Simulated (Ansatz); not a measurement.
Geometry relaxation, with input and output: C5H13Al (part 2 of 2)

Continued. System: C5H13Al. Method: RKS PBE/6-31G* (Ansatz 0.2.0). It belongs to a series of runs on one base structure; here: end point A relaxed.

Geometry of the input (Å):
```
C  -0.7743  -1.8615  0.3881
C  0.2356  -0.8451  -0.1563
C  1.3025  -0.6196  0.8874
C  -0.3295  0.4882  -0.6753
C  0.5987  1.3324  -1.4686
Al -1.3293  1.6314  0.7285
H  -1.5805  -1.9873  -0.3869
H  -1.2622  -1.4061  1.2914
H  -0.3519  -2.7792  0.6566
H  0.7213  -1.3439  -1.0013
H  1.7667  -1.5962  1.2187
H  0.9452  -0.1275  1.8280
H  2.1075  0.0295  0.4781
H  -1.2380  0.2163  -1.3672
H  0.0632  2.1548  -1.9584
H  1.1145  0.7677  -2.2102
H  1.3710  1.8078  -0.7756
H  -2.0906  2.9731  0.3085
H  -1.3118  1.1609  2.2710
```

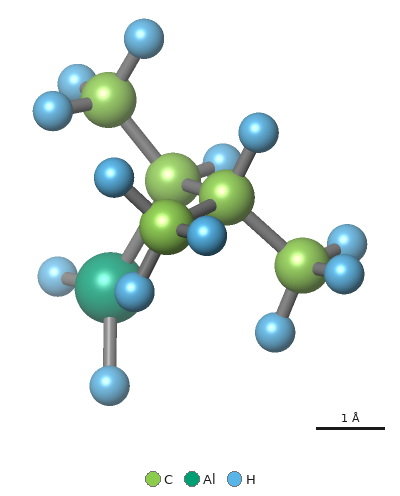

Fig. 1: The geometry at step 4 of the log (ball-and-stick view, seen at a tilt).

### Trajectory as extended XYZ (Å, eV, eV/Å), 7 frames, from step=1 to step=7
```
19
Properties=species:S:1:pos:R:3:forces:R:3 step=1 energy=-11981.09864
C    -0.7743   -1.8615    0.3881   -2.1819   2.9458  -0.7728
C     0.2356   -0.8451   -0.1563    0.1156  -0.1779   0.3106
C     1.3025   -0.6196    0.8874    1.2987  -0.1410   0.8659
C    -0.3295    0.4882   -0.6753   -3.3690  -0.7858   0.4284
C     0.5987    1.3324   -1.4686    0.9026   1.6618   1.3035
Al   -1.3293    1.6314    0.7285    0.5637  -0.7505  -0.2364
H    -1.5805   -1.9873   -0.3869    0.3271  -0.2958   0.5129
H    -1.2622   -1.4061    1.2914    0.0937  -0.4002  -0.2715
H    -0.3519   -2.7792    0.6566    0.9056  -1.8309   0.4145
H     0.7213   -1.3439   -1.0013    0.3472  -0.1497  -0.5381
H     1.7667   -1.5962    1.2187   -0.1793   0.6692  -0.3026
H     0.9452   -0.1275    1.8280   -0.1535  -0.1579  -0.4493
H     2.1075    0.0295    0.4781    0.0094  -0.2324   0.2122
H    -1.2380    0.2163   -1.3672    1.0865   0.2127   0.6741
H     0.0632    2.1548   -1.9584   -0.0112   0.2057  -0.1618
H     1.1145    0.7677   -2.2102    0.8343  -0.6727  -1.0914
H     1.3710    1.8078   -0.7756   -0.4044  -0.3250  -0.8644
H    -2.0906    2.9731    0.3085   -0.0571   0.1001  -0.0708
H    -1.3118    1.1609    2.2710   -0.1281   0.1243   0.0369
19
Properties=species:S:1:pos:R:3:forces:R:3 step=2 energy=-11981.44670
C    -0.8304   -1.7807    0.3744   -0.2893   0.6629  -0.1149
C     0.2652   -0.8311   -0.1485   -0.3252  -0.1681  -0.1517
C     1.3619   -0.6016    0.8900    0.2877  -0.0689   0.4477
C    -0.3696    0.4741   -0.6681   -0.8618  -0.2825   0.1879
C     0.6011    1.3250   -1.4704    0.4110   0.8755   0.3135
Al   -1.3251    1.5277    0.7773    0.1241  -0.0783  -0.2276
H    -1.6242   -1.9384   -0.3885    0.2314  -0.0410   0.1153
H    -1.3282   -1.3528    1.2733    0.1178  -0.0943  -0.0735
H    -0.4107   -2.7415    0.6519    0.1466  -0.6052   0.1866
H     0.7468   -1.3266   -1.0150    0.0341  -0.1086  -0.1313
H     1.8280   -1.5591    1.2135   -0.1338   0.1866  -0.1029
H     0.9585   -0.1195    1.8074    0.0138  -0.0517  -0.1180
H     2.1804    0.0408    0.5107   -0.1218  -0.0633  -0.0185
H    -1.2162    0.1703   -1.3678    0.5313   0.1996   0.3987
H     0.0892    2.1707   -1.9577   -0.0124   0.0577  -0.0912
H     1.1090    0.7477   -2.2506    0.1366  -0.2477  -0.3228
H     1.4109    1.7766   -0.8420   -0.2855  -0.2011  -0.2088
H    -2.0845    2.8701    0.3202   -0.0274   0.0457  -0.0040
H    -1.4041    1.1440    2.3464    0.0229  -0.0170  -0.0845
19
Properties=species:S:1:pos:R:3:forces:R:3 step=3 energy=-11981.49840
C    -0.8228   -1.7961    0.3914    0.0533   0.0469  -0.0256
C     0.2585   -0.8430   -0.1528   -0.0586  -0.0488  -0.0238
C     1.3564   -0.6193    0.8956    0.0808   0.0345   0.1035
C    -0.3708    0.4797   -0.6575   -0.1772  -0.0635   0.1881
C     0.5987    1.3601   -1.4642    0.2118   0.1282  -0.1207
Al   -1.3231    1.5493    0.7459    0.0217  -0.0232  -0.0347
H    -1.6083   -1.9809   -0.3626    0.0001  -0.0331  -0.0243
H    -1.3149   -1.3731    1.2893    0.0381  -0.0006   0.0055
H    -0.3926   -2.7716    0.6825   -0.0193   0.0285  -0.0089
H     0.7352   -1.3428   -1.0269   -0.0300   0.0151   0.0154
H     1.8135   -1.5735    1.2105   -0.0149  -0.0368  -0.0061
H     0.9444   -0.1400    1.8057   -0.0021  -0.0073  -0.0249
H     2.1725    0.0200    0.5171   -0.0172   0.0228  -0.0258
H    -1.1945    0.1922   -1.3500    0.0078   0.0117  -0.0428
H     0.0880    2.2220   -1.9313   -0.0251  -0.0480   0.0022
H     1.0860    0.7842   -2.2794   -0.0600   0.0185   0.0176
H     1.4207    1.7786   -0.8530   -0.0312  -0.0438   0.0324
H    -2.0855    2.8952    0.2883    0.0178  -0.0089  -0.0104
H    -1.4034    1.1546    2.3081    0.0039   0.0077  -0.0165
19
Properties=species:S:1:pos:R:3:forces:R:3 step=4 energy=-11981.50178
C    -0.8198   -1.7992    0.3922    0.0353  -0.0127   0.0014
C     0.2546   -0.8429   -0.1523   -0.0274  -0.0215  -0.0166
C     1.3571   -0.6183    0.8947    0.0266   0.0148   0.0160
C    -0.3791    0.4792   -0.6529   -0.0168  -0.0351   0.0801
C     0.6005    1.3603   -1.4567    0.0724   0.0456  -0.0826
Al   -1.3269    1.5536    0.7405    0.0025   0.0010  -0.0070
H    -1.6051   -1.9927   -0.3604   -0.0040  -0.0062  -0.0068
H    -1.3077   -1.3783    1.2926    0.0004   0.0021   0.0063
H    -0.3844   -2.7723    0.6836   -0.0113   0.0228  -0.0082
H     0.7275   -1.3393   -1.0296   -0.0030   0.0123   0.0091
H     1.8166   -1.5739    1.2028   -0.0048  -0.0137  -0.0042
H     0.9450   -0.1435    1.8060   -0.0040   0.0004  -0.0003
H     2.1667    0.0271    0.5121   -0.0072   0.0024  -0.0044
H    -1.1952    0.1959   -1.3547   -0.0180  -0.0070  -0.0346
H     0.0927    2.2285   -1.9140   -0.0072  -0.0121   0.0067
H     1.0733    0.7864   -2.2811   -0.0324   0.0143   0.0290
H     1.4269    1.7599   -0.8410   -0.0090  -0.0122   0.0186
H    -2.0787    2.9011    0.2722    0.0104  -0.0046  -0.0041
H    -1.4060    1.1642    2.3026   -0.0024   0.0091   0.0014
19
Properties=species:S:1:pos:R:3:forces:R:3 step=5 energy=-11981.50240
C    -0.8152   -1.8069    0.3912    0.0094  -0.0047   0.0037
C     0.2536   -0.8450   -0.1506    0.0093   0.0202  -0.0223
C     1.3563   -0.6166    0.8964   -0.0079  -0.0159   0.0096
C    -0.3841    0.4753   -0.6489   -0.0209  -0.0124  -0.0172
C     0.5968    1.3596   -1.4546    0.0084  -0.0094   0.0146
Al   -1.3312    1.5584    0.7367    0.0362   0.0143   0.0064
H    -1.5996   -2.0032   -0.3618   -0.0002  -0.0022  -0.0007
H    -1.3047   -1.3894    1.2925   -0.0024   0.0004   0.0015
H    -0.3757   -2.7778    0.6808   -0.0007   0.0001  -0.0009
H     0.7301   -1.3346   -1.0291   -0.0016  -0.0079   0.0018
H     1.8259   -1.5718    1.1905    0.0113   0.0016   0.0040
H     0.9392   -0.1592    1.8142   -0.0011   0.0064   0.0020
H     2.1559    0.0443    0.5194   -0.0037  -0.0116   0.0014
H    -1.1961    0.1904   -1.3574    0.0002   0.0051   0.0132
H     0.0918    2.2392   -1.8910   -0.0027   0.0092  -0.0023
H     1.0495    0.7913   -2.2922   -0.0037   0.0049   0.0084
H     1.4339    1.7365   -0.8389   -0.0111   0.0056  -0.0087
H    -2.0524    2.9169    0.2558   -0.0095   0.0008  -0.0072
H    -1.4159    1.1884    2.3036   -0.0092  -0.0045  -0.0073
19
Properties=species:S:1:pos:R:3:forces:R:3 step=6 energy=-11981.50264
C    -0.8134   -1.8084    0.3907   -0.0080  -0.0031   0.0019
C     0.2542   -0.8455   -0.1512    0.0069   0.0131  -0.0052
C     1.3567   -0.6200    0.8975   -0.0093  -0.0043  -0.0078
C    -0.3845    0.4753   -0.6476    0.0131  -0.0004  -0.0081
C     0.5948    1.3616   -1.4541   -0.0096  -0.0182   0.0122
Al   -1.3217    1.5659    0.7376   -0.0277  -0.0161  -0.0037
H    -1.5976   -2.0063   -0.3623   -0.0002   0.0012   0.0031
H    -1.3034   -1.3915    1.2921   -0.0026  -0.0003  -0.0038
H    -0.3729   -2.7786    0.6803    0.0038  -0.0044  -0.0001
H     0.7302   -1.3350   -1.0299    0.0026  -0.0027  -0.0015
H     1.8240   -1.5760    1.1932    0.0025   0.0057   0.0011
H     0.9400   -0.1596    1.8140   -0.0003   0.0016   0.0011
H     2.1584    0.0378    0.5199    0.0036  -0.0034   0.0020
H    -1.1989    0.1921   -1.3540    0.0014   0.0065   0.0183
H     0.0871    2.2400   -1.8904    0.0005   0.0049  -0.0007
H     1.0475    0.7940   -2.2915    0.0072   0.0022  -0.0025
H     1.4307    1.7407   -0.8387    0.0001   0.0048  -0.0067
H    -2.0515    2.9171    0.2483    0.0088   0.0075   0.0005
H    -1.4218    1.1919    2.3025    0.0073   0.0054  -0.0002
19
Properties=species:S:1:pos:R:3:forces:R:3 step=7 energy=-11981.50278
C    -0.8121   -1.8115    0.3890    0.0013   0.0014   0.0008
C     0.2551   -0.8468   -0.1516   -0.0025   0.0033   0.0000
C     1.3580   -0.6214    0.8963   -0.0027   0.0029   0.0020
C    -0.3849    0.4742   -0.6447    0.0010   0.0052  -0.0007
C     0.5920    1.3616   -1.4520   -0.0047   0.0016   0.0052
Al   -1.3256    1.5667    0.7382    0.0124  -0.0088  -0.0069
H    -1.5941   -2.0117   -0.3656    0.0004   0.0007   0.0016
H    -1.3057   -1.3938    1.2882    0.0013  -0.0038  -0.0007
H    -0.3700   -2.7806    0.6810   -0.0011   0.0021  -0.0004
H     0.7310   -1.3345   -1.0316   -0.0017  -0.0004   0.0029
H     1.8215   -1.5775    1.1979   -0.0019   0.0004   0.0000
H     0.9428   -0.1537    1.8100    0.0029  -0.0032  -0.0017
H     2.1634    0.0302    0.5159   -0.0024   0.0016   0.0010
H    -1.2015    0.1921   -1.3483   -0.0015  -0.0034  -0.0034
H     0.0819    2.2378   -1.8901   -0.0009   0.0016  -0.0020
H     1.0488    0.7952   -2.2882   -0.0010  -0.0018   0.0011
H     1.4258    1.7461   -0.8370    0.0030   0.0002  -0.0002
H    -2.0401    2.9247    0.2452   -0.0006   0.0021  -0.0006
H    -1.4279    1.1984    2.3039   -0.0011  -0.0018   0.0019
```

### Results in brief

| quantity | value |
| --- | --- |
| outcome | converged |
| total energy | −11981.5028 eV |
| mean-field energy | −11981.5028 eV |
| largest force (length of the vector) at the end | 0.017 eV/Å |
| hardware | 2 threads of Arm Neoverse V1, 24 GiB of memory available, shared host |
| wall time | 30 s (CPU time 59 s) |
| peak memory | 0.18 GiB |
